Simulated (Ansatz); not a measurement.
# SiH4O4 (orthosilicic acid) at PBE-QIDH/def2-SVP

What is the vertical ionisation energy of SiH4O4 (orthosilicic acid) at PBE-QIDH/def2-SVP? 

The results are computed with Ansatz 0.2.0.

59 further runs of the same task are left out: 1 that didn't finish, 58 set aside as unsound or not needed.

## 1. The system as given

The species is SiH4O4 (9 atoms), meant as a singlet with charge 0. SMILES: `O[Si](O)(O)O`. The coordinates come from a PBE0-D4/def2-TZVP relaxation. This is one conformer, not always the lowest.

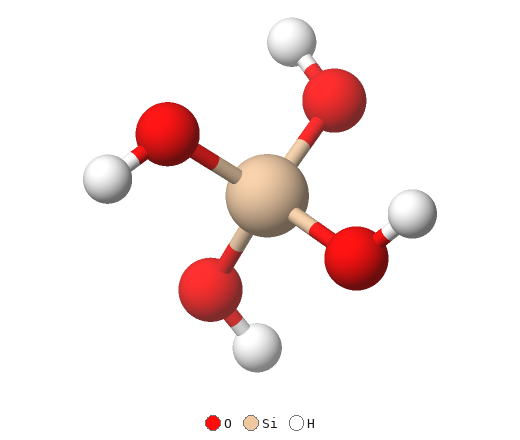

The structure, seen from a chosen angle (oxygen red, silicon light orange, hydrogen white).

## 2. The energy at PBE-QIDH/def2-SVP

File molecule.yaml:

```yaml
crystal:
  periodic: [false, false, false]
  atoms:
    - {symbol: O, position_ang: [-0.969050, 0.776350, -1.057560]}
    - {symbol: Si, position_ang: [0.000010, 0.000030, -0.000040]}
    - {symbol: O, position_ang: [1.527610, 0.433680, -0.372150]}
    - {symbol: O, position_ang: [-0.043140, -1.629280, -0.059900]}
    - {symbol: O, position_ang: [-0.515400, 0.419370, 1.489460]}
    - {symbol: H, position_ang: [-0.639460, 0.869750, -1.952330]}
    - {symbol: H, position_ang: [2.226280, -0.135170, -0.046190]}
    - {symbol: H, position_ang: [-0.768040, -2.056130, 0.398680]}
    - {symbol: H, position_ang: [-0.818790, 1.321420, 1.600040]}
basis:
  gaussian:
    orbitals: def2-SVP
hamiltonian:
  xc: {name: PBE-QIDH}
correlation:
  frozen_orbitals: {H: 0, O: 1, Si: 5}
accuracy: high
output: {orbitals: {seedname: orbitals}}
```

On the command line:

```
$ ansatz run molecule.yaml --threads 1 --pin off --max-ram 3480MiB --events-out events.jsonl --progress --plain --runs-dir runs
```

What it wrote:

```text
Warning: RAYON_NUM_THREADS=1 ignored (pool sized by the plan → 1); use --threads N
Functional definition: PBE-QIDH
  name "PBE-QIDH"
  parameter a = 3^(-1/3)
  parameter c = 1/3
  exchange = (1 - a)*pbe_x + a*exact_x
  correlation = (1 - c)*pbe_c + c*(mp2_os + mp2_ss)
2020 factors; integrals over basis functions are off by at most 3.8e-9 eV
mean field evaluation 1: about -16094.5014 eV, gradient 6.3e1 eV
mean field evaluation 2: about -16094.5095 eV, gradient 6.3e1 eV
mean field evaluation 4: about -16101.1899 eV, gradient 1.8e0 eV
mean field evaluation 8: about -16101.1974 eV, gradient 7.3e-2 eV
mean field evaluation 16: about -16101.1974 eV, gradient 5.3e-6 eV
mean field -16101.19740874 eV, -591.7080909877 hartree, gradient 3.5e-8 eV, S^2 0.000000; 0 other end points of the search recorded, 0 dependent functions left out
9 core orbitals not correlated: weight in the atoms' cores, before any rotation towards them, 1.000 or more for the frozen orbitals, at most 0.000 for the correlated occupied ones
reference -16101.19740969 eV, -591.7080910226 hartree; 16, 16 occupied and 69, 69 virtual orbitals, 2020 factors
second order -25.40055114 eV of doubles, -0.00000000 eV of singles
Total energy: -16109.66426007 eV, -592.0192420351 hartree
```

Wall time 7.5 s (1 thread of Intel Xeon 6975P-C (Granite Rapids), shared host); peak memory 0.34 GiB.

## 3. The doublet cation

File run.yaml:

```yaml
crystal:
  periodic: [false, false, false]
  atoms:
    - symbol: O
      position_ang: [-0.969050, 0.776350, -1.057560]
    - symbol: Si
      position_ang: [0.000010, 0.000030, -0.000040]
    - symbol: O
      position_ang: [1.527610, 0.433680, -0.372150]
    - symbol: O
      position_ang: [-0.043140, -1.629280, -0.059900]
    - symbol: O
      position_ang: [-0.515400, 0.419370, 1.489460]
    - symbol: H
      position_ang: [-0.639460, 0.869750, -1.952330]
    - symbol: H
      position_ang: [2.226280, -0.135170, -0.046190]
    - symbol: H
      position_ang: [-0.768040, -2.056130, 0.398680]
    - symbol: H
      position_ang: [-0.818790, 1.321420, 1.600040]
basis:
  gaussian:
    orbitals: def2-SVP
magnetization:
  spin_polarized: true
  initial_magnetization: 1
hamiltonian:
  xc: {name: PBE-QIDH}
output: {orbitals: {seedname: orbitals}}
total_charge: 1
correlation:
  frozen_orbitals: {H: 0, O: 1, Si: 5}
accuracy: high
```

On the command line:

```
$ ansatz run run.yaml --threads 1 --pin off --max-ram 3480MiB --events-out events.jsonl --progress --plain --runs-dir runs
```

What it wrote:

```text
Warning: RAYON_NUM_THREADS=1 ignored (pool sized by the plan → 1); use --threads N
Functional definition: PBE-QIDH
  name "PBE-QIDH"
  parameter a = 3^(-1/3)
  parameter c = 1/3
  exchange = (1 - a)*pbe_x + a*exact_x
  correlation = (1 - c)*pbe_c + c*(mp2_os + mp2_ss)
2019 factors; integrals over basis functions are off by at most 3.8e-9 eV
mean field evaluation 1: about -16080.3190 eV, gradient 5.1e1 eV
mean field evaluation 2: about -16080.3260 eV, gradient 5.1e1 eV
mean field evaluation 4: about -16089.1710 eV, gradient 4.4e0 eV
mean field evaluation 8: about -16089.2996 eV, gradient 4.3e-1 eV
mean field evaluation 16: about -16089.3091 eV, gradient 2.0e-2 eV
mean field evaluation 32: about -16089.3508 eV, gradient 7.2e-3 eV
mean field evaluation 64: about -16089.3206 eV, gradient 2.2e0 eV
mean field -16089.35083254 eV, -591.2727373420 hartree, gradient 4.0e-8 eV, S^2 0.764977; 8 other end points of the search recorded, 0 dependent functions left out
9 core orbitals not correlated: weight in the atoms' cores, before any rotation towards them, 1.000 or more for the frozen orbitals, at most 0.000 for the correlated occupied ones
reference -16089.35083349 eV, -591.2727373770 hartree; 16, 15 occupied and 69, 70 virtual orbitals, 2019 factors
second order -24.66353179 eV of doubles, -0.00000000 eV of singles
Total energy: -16097.57201075 eV, -591.5748600689 hartree
```

Wall time 35 s (1 thread of Intel Xeon 6975P-C (Granite Rapids), shared host); peak memory 0.48 GiB.

## 4. Outcome

At PBE-QIDH/def2-SVP, 9 core orbitals frozen:

| quantity | value |
| --- | --- |
| singlet SiH4O4: total energy | -592.01924 Eh |
| singlet SiH4O4: HOMO energy (SCF part's orbitals) | -11.87 eV |
| singlet SiH4O4: LUMO energy (SCF part's orbitals) | 2.93 eV |
| singlet SiH4O4: HOMO–LUMO gap (SCF part's orbitals) | 14.80 eV |
| doublet cation: total energy | -591.57486 Eh |
| doublet cation: HOMO energy (SCF part's orbitals) (highest over α and β) | -17.53 eV |
| doublet cation: LUMO energy (SCF part's orbitals) (lowest over α and β) | -11.71 eV |
| doublet cation: ⟨S²⟩ | 0.765 |
| vertical ionisation energy (to the doublet cation) | 12.092 eV |

In words: The vertical ionisation energy comes to 12.09 eV (1167 kJ/mol). −ε(HOMO) before ionisation, 11.87 eV, is 0.23 eV below this ionisation energy.
